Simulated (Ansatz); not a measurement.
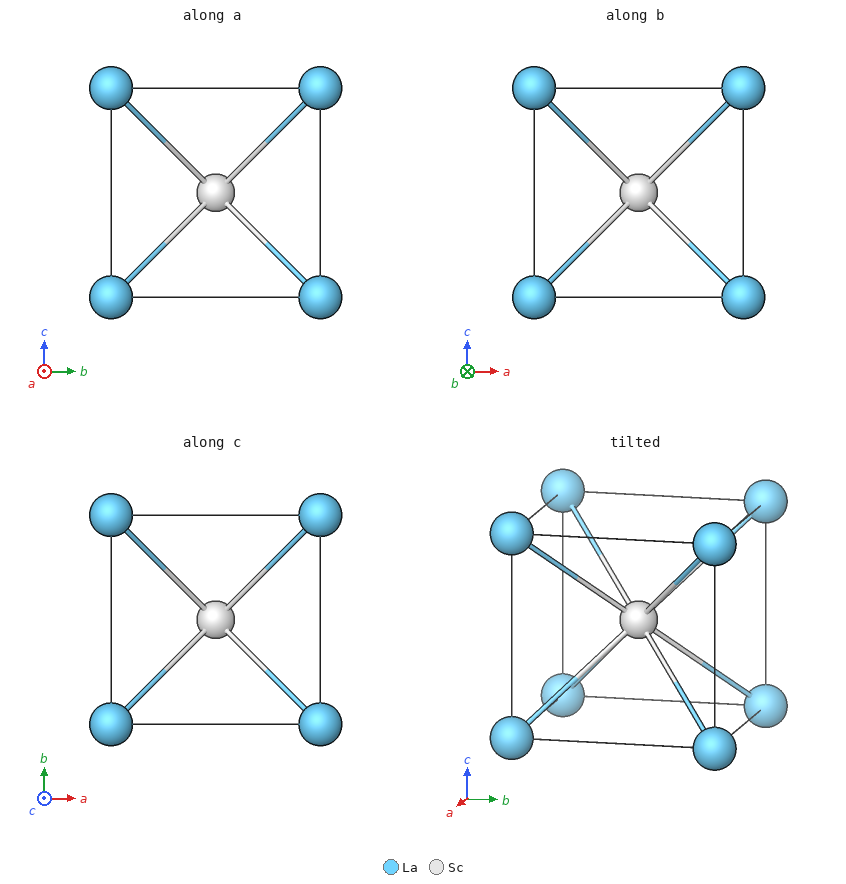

We look at a ball-and-stick model of the crystal along the a axis, along the b axis, along the c axis and slightly off an axis. The wireframe shows the conventional unit cell.

Lattice parameters: a = 3.948 Å, b = 3.948 Å, c = 3.948 Å, α = 90.00°, β = 90.00°, γ = 90.00°.

Give the atomic positions as a table of Wyckoff sites.

Space group Pm-3m (No. 221).
```json
{"atom": "La", "site": "1a", "x": "0.0000", "y": "0.0000", "z": "0.0000"}
{"atom": "Sc", "site": "1b", "x": "0.5000", "y": "0.5000", "z": "0.5000"}
```

The structure comes from a structure type filled with these elements by a generator (whether the compound takes this form wasn't checked). Earlier steps of the study may have refined or changed the cell and positions. It went into a calculation with Ansatz.
